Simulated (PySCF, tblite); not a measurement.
# C₃H₇N₃Si: tautomers, NMR shifts, part 3 of 3

tblite 0.8.0 and PySCF 2.14.0. Atoms count from 0. The steps go on from the part before.

## Step 20: Tautomers: PBE0-D3(BJ)/def2-TZVP

This step combines the energies above: geometries from PBE0-D3(BJ)/def2-SVPD, zero-point and thermal terms from GFN2-xTB.

The job: settings as JSON, then the geometry in Å.

```
{"job": {"kind": "ta", "tautomers": ["[SiH3]Cc1nc[nH]n1", "[SiH3]Cc1nnc[nH]1"], "geom": {"xc": "PBE0", "basis": "def2-SVPD", "d3": "d3bj", "grid": 1}, "level": {"xc": "PBE0", "basis": "def2-TZVP", "d3": "d3bj", "solvents": ["toluene", "water"]}}, "charge": 0, "multiplicity": 1}
Si     2.072544    -0.565167    -0.443101
C      0.909744     0.754820     0.285072
C     -0.515602     0.388952     0.105971
N     -1.197035     0.393647    -1.026362
C     -2.421650    -0.060215    -0.662013
N     -2.544017    -0.350805     0.616788
N     -1.322339    -0.062760     1.090021
H      1.834097    -1.860032     0.261866
H      3.487866    -0.141589    -0.223109
H      1.811357    -0.728722    -1.899037
H      1.146901     0.897765     1.349692
H      1.104655     1.707462    -0.229035
H     -3.248413    -0.179386    -1.358556
H     -1.115931    -0.186806     2.070565
```

Output (the driver's rows laid out field by field):

```text
tautomers, PBE0-D3(BJ)/def2-TZVP // PBE0-D3(BJ)/def2-SVPD

row 1
  formula                 C3H7N3Si
  charge                  0
  multiplicity            1
  smiles                  [SiH3]Cc1ncn[nH]1
  kept                    yes
  pieces                  1
  point_group             C1
  electronic              0.0
  enthalpy                0.0
  free_energy             0.0
  solution                toluene 0.0, water 0.0
  share_gas               0.5111
  share_solution          toluene 0.5582, water 0.6882

row 2
  formula                 C3H7N3Si
  charge                  0
  multiplicity            1
  smiles                  [SiH3]Cc1nc[nH]n1
  kept                    yes
  pieces                  1
  point_group             C1
  electronic              0.84
  enthalpy                0.24
  free_energy             0.11
  solution                toluene 0.58, water 2.02
  share_gas               0.4889
  share_solution          toluene 0.4417, water 0.3047

row 3
  formula                 C3H7N3Si
  charge                  0
  multiplicity            1
  smiles                  [SiH3]Cc1nnc[nH]1
  kept                    yes
  pieces                  1
  point_group             C1
  electronic              28.62
  enthalpy                27.46
  free_energy             27.04
  solution                toluene 20.64, water 11.35
  share_gas               9.36e-06
  share_solution          toluene 0.0001351, water 0.007068
```

Wall time 19 min (1 thread of Intel Xeon at 2.50GHz, shared host); peak memory 0.9 GiB.

Energies above the first form (kJ/mol, gas phase, 298 K for the thermal columns):

```
   no.           tautomer  electronic  enthalpy  free energy
form 0  [SiH3]Cc1ncn[nH]1         0.0       0.0          0.0
form 1  [SiH3]Cc1nc[nH]n1         0.8       0.2          0.1
form 2  [SiH3]Cc1nnc[nH]1        28.6      27.5         27.0
```

Free energies in a continuum (kJ/mol, same sign): toluene: form 0 0.0, form 1 0.6, form 2 20.6; water: form 0 0.0, form 1 2.0, form 2 11.3.

Shares at 298 K in the gas phase: 0: 51 %, 1: 49 %, 2: 0 %.

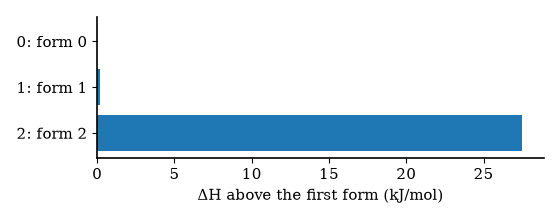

Energies above the first form, as enthalpies.

## Step 21: NMR shifts: GIAO PBE0/pcSseg-1

The job, as its differences from that of step 20:

```diff
@@ -1,2 +1,2 @@
-{"job": {"kind": "ta", "tautomers": ["[SiH3]Cc1nc[nH]n1", "[SiH3]Cc1nnc[nH]1"], "geom": {"xc": "PBE0", "basis": "def2-SVPD", "d3": "d3bj", "grid": 1}, "level": {"xc": "PBE0", "basis": "def2-TZVP", "d3": "d3bj", "solvents": ["toluene", "water"]}}, "charge": 0, "multiplicity": 1}
+{"job": {"kind": "nmr", "xc": "PBE0", "basis": "pcSseg-1", "pop": false}, "charge": 0, "multiplicity": 1}
 Si     2.072544    -0.565167    -0.443101
```

With the program's defaults for keys left out, this is: GIAO PBE0/pcSseg-1 NMR shielding, non-relativistic, gas phase.

Log:

```text
coarse grid: 12408 points
cycle   1  E = -571.6931017267  dE =  1.120e+00  |g| = 4.496e-01  |ddm| = 3.467e+00
cycle   2  E = -571.6367241709  dE =  5.638e-02  |g| = 6.962e-01  |ddm| = 9.835e-01
cycle   3  E = -571.7400565690  dE = -1.033e-01  |g| = 1.048e-01  |ddm| = 5.821e-01
cycle   4  E = -571.7418973449  dE = -1.841e-03  |g| = 4.829e-02  |ddm| = 1.007e-01
cycle   5  E = -571.7423972686  dE = -4.999e-04  |g| = 1.415e-02  |ddm| = 4.207e-02
cycle   6  E = -571.7424334709  dE = -3.620e-05  |g| = 5.621e-03  |ddm| = 1.370e-02
cycle   7  E = -571.7424408227  dE = -7.352e-06  |g| = 1.236e-03  |ddm| = 5.572e-03
final grid: 116136 points
cycle   8  E = -571.7781604263  dE = -2.731e-05  |g| = 6.375e-03  |ddm| = 2.399e-02
cycle   9  E = -571.7781563850  dE =  4.041e-06  |g| = 7.711e-03  |ddm| = 1.226e-02
cycle  10  E = -571.7781699755  dE = -1.359e-05  |g| = 1.021e-03  |ddm| = 6.569e-03
cycle  11  E = -571.7781702084  dE = -2.329e-07  |g| = 2.605e-04  |ddm| = 1.033e-03
cycle  12  E = -571.7781702215  dE = -1.311e-08  |g| = 1.149e-04  |ddm| = 2.556e-04
cycle  13  E = -571.7781702240  dE = -2.485e-09  |g| = 2.383e-05  |ddm| = 8.128e-05
cycle  14  E = -571.7781702241  dE = -1.201e-10  |g| = 7.215e-06  |ddm| = 2.402e-05
converged SCF energy = -571.7781702241

GIAO shielding tensors (ppm)
atom      isotropic    diamagn.    paramagn.     s11        s22        s33       span
  0 Si     413.131     878.724    -465.592    381.277    400.384    457.733     76.456
  1 C      174.501     250.614     -76.113    160.743    167.181    195.579     34.836
  2 C       28.828     255.970    -227.142    -35.054      9.550    111.988    147.042
  3 N      -22.217     328.805    -351.022   -198.871    -92.793    225.013    423.884
  4 C       27.598     253.456    -225.858    -57.269     36.802    103.261    160.529
  5 N      -59.752     325.722    -385.475   -276.551    -70.142    167.437    443.988
  6 N       43.773     327.927    -284.154    -68.387     87.059    112.647    181.034
  7 H       27.496      28.756      -1.260     23.909     26.415     32.166      8.257
  8 H       27.187      27.732      -0.545     24.196     24.692     32.673      8.477
  9 H       27.008      28.144      -1.136     23.135     26.085     31.804      8.670
 10 H       29.420      30.963      -1.543     24.466     28.827     34.967     10.502
 11 H       28.702      29.309      -0.607     24.464     26.572     35.070     10.606
 12 H       23.556      28.811      -5.255     20.675     24.871     25.120      4.445
 13 H       22.198      34.453     -12.255     17.273     23.362     25.957      8.684
```

It took 38 s on 1 thread of Intel Xeon at 2.50GHz, shared host; peak memory 0.9 GiB.

No reference compound was run at this level, so shieldings alone are listed. Atoms listed in one row are averaged.

```
     atoms                                               environment  σ (ppm)
        C4                  aromatic CH between two ring heteroatoms     27.6
        C2       substituted aromatic carbon next to a ring nitrogen     28.8
        C1                 sp3 CH2 bonded to Si, on an aromatic ring    174.5
       H13                  hydrogen on a pyrrole-type ring nitrogen    22.20
       H12   hydrogen on an aromatic CH between two ring heteroatoms    23.56
H7, H8, H9                         hydrogen on a silicon bonded to C    27.23
  H10, H11  hydrogen on an sp3 CH2 bonded to Si, on an aromatic ring    29.06
       Si0                                  silicon bonded to C, 3 H    413.1
        N5                        pyridine-type nitrogen of an azole    -59.8
        N3                        pyridine-type nitrogen of an azole    -22.2
        N6                                pyrrole-type ring nitrogen     43.8
```

Ring of atoms C2, N3, C4, N5, N6: NICS(0) -12.8, NICS(1) -11.6, NICS(1)zz -31.2 ppm (means of both faces).

## Step 22: NMR shifts (C3H7N3Si, [SiH3]Cc1nc[nH]n1): GIAO PBE0/pcSseg-1

The job: settings as JSON, then the geometry in Å.

```
{"job": {"kind": "nmr", "xc": "PBE0", "basis": "pcSseg-1", "pop": false}, "charge": 0, "multiplicity": 1}
Si    -2.228407     0.558332    -0.106211
C     -1.012256    -0.868671     0.190699
C      0.403320    -0.435377     0.085302
N      1.006608     0.374149     1.002709
C      2.218409     0.533885     0.520337
N      2.335284    -0.142755    -0.634859
N      1.186694    -0.768136    -0.928227
H     -3.627987     0.041777    -0.017671
H     -2.037135     1.628832     0.913315
H     -2.007796     1.130463    -1.467879
H     -1.201977    -1.275886     1.195501
H     -1.205698    -1.662654    -0.543228
H      3.025673     1.114390     0.961581
H      3.133171    -0.227911    -1.247320
```

With the program's defaults for keys left out, this is: GIAO PBE0/pcSseg-1 NMR shielding, non-relativistic, gas phase.

Log:

```text
coarse grid: 12408 points
cycle   1  E = -571.6908261875  dE =  1.124e+00  |g| = 4.571e-01  |ddm| = 3.466e+00
cycle   2  E = -571.6270307413  dE =  6.380e-02  |g| = 7.194e-01  |ddm| = 9.764e-01
cycle   3  E = -571.7396104423  dE = -1.126e-01  |g| = 1.107e-01  |ddm| = 5.805e-01
cycle   4  E = -571.7416560166  dE = -2.046e-03  |g| = 4.983e-02  |ddm| = 1.022e-01
cycle   5  E = -571.7421533277  dE = -4.973e-04  |g| = 1.666e-02  |ddm| = 4.373e-02
cycle   6  E = -571.7422085101  dE = -5.518e-05  |g| = 5.284e-03  |ddm| = 1.568e-02
cycle   7  E = -571.7422149336  dE = -6.424e-06  |g| = 1.045e-03  |ddm| = 5.025e-03
final grid: 116136 points
cycle   8  E = -571.7780108711  dE = -2.859e-05  |g| = 6.138e-03  |ddm| = 2.450e-02
cycle   9  E = -571.7780086915  dE =  2.180e-06  |g| = 7.094e-03  |ddm| = 1.096e-02
cycle  10  E = -571.7780195056  dE = -1.081e-05  |g| = 8.149e-04  |ddm| = 5.359e-03
cycle  11  E = -571.7780196396  dE = -1.340e-07  |g| = 2.605e-04  |ddm| = 6.904e-04
cycle  12  E = -571.7780196525  dE = -1.290e-08  |g| = 7.723e-05  |ddm| = 2.038e-04
cycle  13  E = -571.7780196534  dE = -9.491e-10  |g| = 4.176e-05  |ddm| = 8.252e-05
cycle  14  E = -571.7780196538  dE = -3.541e-10  |g| = 1.043e-05  |ddm| = 3.508e-05
converged SCF energy = -571.7780196538

GIAO shielding tensors (ppm)
atom      isotropic    diamagn.    paramagn.     s11        s22        s33       span
  0 Si     413.628     878.352    -464.724    381.406    398.440    461.039     79.633
  1 C      172.807     249.273     -76.466    159.503    163.642    195.277     35.774
  2 C       17.972     254.822    -236.849    -55.539      9.518     99.938    155.476
  3 N      -23.347     326.924    -350.271   -200.922    -97.639    228.520    429.442
  4 C       39.278     252.799    -213.521    -34.111     36.227    115.719    149.830
  5 N       44.148     330.517    -286.369    -69.735     78.735    123.443    193.178
  6 N      -51.182     326.759    -377.941   -260.751    -61.987    169.192    429.943
  7 H       27.221      27.491      -0.271     24.277     24.738     32.647      8.370
  8 H       27.062      28.008      -0.947     23.293     26.154     31.738      8.445
  9 H       27.501      28.367      -0.867     24.046     26.215     32.241      8.196
 10 H       28.944      29.054      -0.110     25.007     26.936     34.891      9.885
 11 H       28.935      29.712      -0.778     24.058     27.973     34.773     10.715
 12 H       23.451      29.011      -5.560     20.802     23.818     25.734      4.931
 13 H       21.981      31.569      -9.588     17.301     22.586     26.055      8.753
```

It took 38 s on 1 thread of Intel Xeon at 2.50GHz, shared host; peak memory 0.9 GiB.

No reference compound was run at this level, so shieldings alone are listed. Atoms listed in one row are averaged.

```
     atoms                                               environment  σ (ppm)
        C2       substituted aromatic carbon next to a ring nitrogen     18.0
        C4                  aromatic CH between two ring heteroatoms     39.3
        C1                 sp3 CH2 bonded to Si, on an aromatic ring    172.8
       H13                  hydrogen on a pyrrole-type ring nitrogen    21.98
       H12   hydrogen on an aromatic CH between two ring heteroatoms    23.45
H7, H8, H9                         hydrogen on a silicon bonded to C    27.26
  H10, H11  hydrogen on an sp3 CH2 bonded to Si, on an aromatic ring    28.94
       Si0                                  silicon bonded to C, 3 H    413.6
        N6                        pyridine-type nitrogen of an azole    -51.2
        N3                        pyridine-type nitrogen of an azole    -23.3
        N5                                pyrrole-type ring nitrogen     44.1
```

Ring of atoms C2, N3, C4, N5, N6: NICS(0) -12.9, NICS(1) -11.8, NICS(1)zz -31.4 ppm (means of both faces).

## Step 23: NMR shifts (C₃H₇N₃Si, [SiH3]Cc1nnc[nH]1): GIAO PBE0/pcSseg-1

The job: settings as JSON, then the geometry in Å.

```
{"job": {"kind": "nmr", "xc": "PBE0", "basis": "pcSseg-1", "pop": false}, "charge": 0, "multiplicity": 1}
Si    -2.048473     0.307841    -0.604389
C     -0.904443     0.074071     0.893243
C      0.474957    -0.328258     0.529028
N      1.056931    -1.459762     0.842755
N      2.309784    -1.459482     0.309551
C      2.470912    -0.331456    -0.322449
N      1.338880     0.422005    -0.219145
H     -1.464750     1.358521    -1.497665
H     -3.394608     0.764191    -0.150289
H     -2.169737    -0.962568    -1.373623
H     -1.311681    -0.714322     1.541317
H     -0.898942     1.006714     1.481782
H      3.363710    -0.015810    -0.856379
H      1.171226     1.334295    -0.616770
```

Method: GIAO PBE0/pcSseg-1 NMR shielding, non-relativistic, gas phase.

Log:

```text
coarse grid: 12408 points
cycle   1  E = -571.6751069871  dE =  1.101e+00  |g| = 4.499e-01  |ddm| = 3.479e+00
cycle   2  E = -571.5874867070  dE =  8.762e-02  |g| = 7.788e-01  |ddm| = 1.252e+00
cycle   3  E = -571.7272288343  dE = -1.397e-01  |g| = 1.258e-01  |ddm| = 7.960e-01
cycle   4  E = -571.7300514562  dE = -2.823e-03  |g| = 4.424e-02  |ddm| = 1.046e-01
cycle   5  E = -571.7304971578  dE = -4.457e-04  |g| = 8.414e-03  |ddm| = 4.263e-02
cycle   6  E = -571.7305115821  dE = -1.442e-05  |g| = 3.554e-03  |ddm| = 9.612e-03
cycle   7  E = -571.7305145992  dE = -3.017e-06  |g| = 7.738e-04  |ddm| = 3.480e-03
final grid: 116136 points
cycle   8  E = -571.7662409182  dE = -2.908e-05  |g| = 6.184e-03  |ddm| = 2.504e-02
cycle   9  E = -571.7662392458  dE =  1.672e-06  |g| = 6.949e-03  |ddm| = 1.163e-02
cycle  10  E = -571.7662498391  dE = -1.059e-05  |g| = 9.210e-04  |ddm| = 5.781e-03
cycle  11  E = -571.7662500001  dE = -1.610e-07  |g| = 3.753e-04  |ddm| = 9.032e-04
cycle  12  E = -571.7662500278  dE = -2.770e-08  |g| = 1.309e-04  |ddm| = 3.508e-04
cycle  13  E = -571.7662500312  dE = -3.410e-09  |g| = 2.817e-05  |ddm| = 1.063e-04
cycle  14  E = -571.7662500314  dE = -1.535e-10  |g| = 1.004e-05  |ddm| = 2.940e-05
converged SCF energy = -571.7662500314

GIAO shielding tensors (ppm)
atom      isotropic    diamagn.    paramagn.     s11        s22        s33       span
  0 Si     415.149     879.059    -463.910    388.487    397.384    459.578     71.091
  1 C      176.567     250.804     -74.238    163.055    169.982    196.663     33.608
  2 C       33.500     253.668    -220.168    -55.071     44.823    110.748    165.819
  3 N      -98.833     327.760    -426.592   -324.829   -129.429    157.760    482.590
  4 N     -106.913     326.828    -433.741   -356.416   -135.935    171.611    528.027
  5 C       42.297     251.508    -209.211    -53.532     65.306    115.116    168.648
  6 N       87.144     328.161    -241.016    -14.782    112.229    163.986    178.768
  7 H       27.355      29.472      -2.117     23.476     26.788     31.800      8.324
  8 H       27.127      27.843      -0.716     24.037     24.681     32.663      8.626
  9 H       27.321      28.417      -1.096     24.006     25.704     32.253      8.247
 10 H       28.425      29.484      -1.059     23.444     27.097     34.734     11.290
 11 H       29.230      29.844      -0.614     25.020     26.999     35.671     10.651
 12 H       23.392      28.319      -4.927     20.854     23.761     25.561      4.707
 13 H       23.184      34.384     -11.200     18.333     24.893     26.326      7.993
```

It took 42 s on 1 thread of Intel Xeon at 2.50GHz, shared host; peak memory 0.9 GiB.

No reference compound was run at this level, so shieldings alone are listed. Atoms listed in one row are averaged.

```
     atoms                                               environment  σ (ppm)
        C2       substituted aromatic carbon next to a ring nitrogen     33.5
        C5                  aromatic CH between two ring heteroatoms     42.3
        C1                 sp3 CH2 bonded to Si, on an aromatic ring    176.6
       H13                  hydrogen on a pyrrole-type ring nitrogen    23.18
       H12   hydrogen on an aromatic CH between two ring heteroatoms    23.39
H7, H8, H9                         hydrogen on a silicon bonded to C    27.27
  H10, H11  hydrogen on an sp3 CH2 bonded to Si, on an aromatic ring    28.83
       Si0                                  silicon bonded to C, 3 H    415.1
        N4                        pyridine-type nitrogen of an azole   -106.9
        N3                        pyridine-type nitrogen of an azole    -98.8
        N6                                pyrrole-type ring nitrogen     87.1
```

Ring of atoms C2, N3, N4, C5, N6: NICS(0) -11.9, NICS(1) -11.3, NICS(1)zz -30.2 ppm (means of both faces).

## Step 24: Spectra of the species

The job: settings as JSON, then the geometry in Å.

```
{"job": {"kind": "ta", "tautomers": ["[SiH3]Cc1nc[nH]n1", "[SiH3]Cc1nnc[nH]1"], "geom": {"xc": "PBE0", "basis": "def2-SVPD", "d3": "d3bj", "grid": 1}, "level": {"xc": "PBE0", "basis": "def2-TZVP", "d3": "d3bj", "solvents": ["toluene", "water"]}, "spectra": true}, "charge": 0, "multiplicity": 1}
Si     2.072544    -0.565167    -0.443101
C      0.909744     0.754820     0.285072
C     -0.515602     0.388952     0.105971
N     -1.197035     0.393647    -1.026362
C     -2.421650    -0.060215    -0.662013
N     -2.544017    -0.350805     0.616788
N     -1.322339    -0.062760     1.090021
H      1.834097    -1.860032     0.261866
H      3.487866    -0.141589    -0.223109
H      1.811357    -0.728722    -1.899037
H      1.146901     0.897765     1.349692
H      1.104655     1.707462    -0.229035
H     -3.248413    -0.179386    -1.358556
H     -1.115931    -0.186806     2.070565
```

Log:

```text
nmr [SiH3]Cc1ncn[nH]1 +0: GIAO PBE0/pcSseg-1 NMR shielding, non-relativistic, gas phase
nmr [SiH3]Cc1nc[nH]n1 +0: GIAO PBE0/pcSseg-1 NMR shielding, non-relativistic, gas phase
nmr [SiH3]Cc1nnc[nH]1 +0: GIAO PBE0/pcSseg-1 NMR shielding, non-relativistic, gas phase
```

Wall time 2 min (1 thread of Intel Xeon at 2.50GHz, shared host); peak memory 0.9 GiB.

This step only lists the spectra that were run on the species above.

## Step 25: Summary of results

What follows sums up all 3 parts.

```
                                                                  quantity                                                                                      value
                                 strongest single infrared mode (GFN2-xTB)                                                                       787 cm⁻¹, 377 km/mol
                                              zero-point energy (GFN2-xTB)                                                                              62.4 kcal/mol
                                                               point group                                                                                         C1
                                      rotational constants (main isotopes)                                                                       5.95, 1.28, 1.19 GHz
                   ΔH above the first form, form 0 (PBE0-D3(BJ)/def2-TZVP)                                                                                 0.0 kJ/mol
                   ΔH above the first form, form 1 (PBE0-D3(BJ)/def2-TZVP)                                                                                 0.2 kJ/mol
                   ΔH above the first form, form 2 (PBE0-D3(BJ)/def2-TZVP)                                                                                27.5 kJ/mol
shieldings of C, H, Si (PBE0/pcSseg-1, a mean where the table joins atoms)  C4 27.6, C2 28.8, C1 174.5, H13 22.2, H12 23.6, H7 27.2, H10 29.1, Si0 413.1 ppm and more
```

What this shows: All 36 modes are real, so the xTB geometry is a minimum. The strongest single mode, at 787 cm⁻¹, moves mainly H7 and H8. Unscaled tight-binding wavenumbers are off by several per cent, some by more. Its intensities can rank the bands wrongly. Relaxing lowered the energy by 0.065 eV in 8 steps; the close pair that moved most is Si0–H8, from 1.463 to 1.494 Å (PBE0/def2-SVPD). At PBE0-D3(BJ)/def2-TZVP the ΔH above the first form runs from 0.0 kJ/mol (form 0) to 27.5 kJ/mol (form 2). NICS(1)zz of -31 ppm above the planar ring from C2 marks a diatropic (aromatic) ring current.
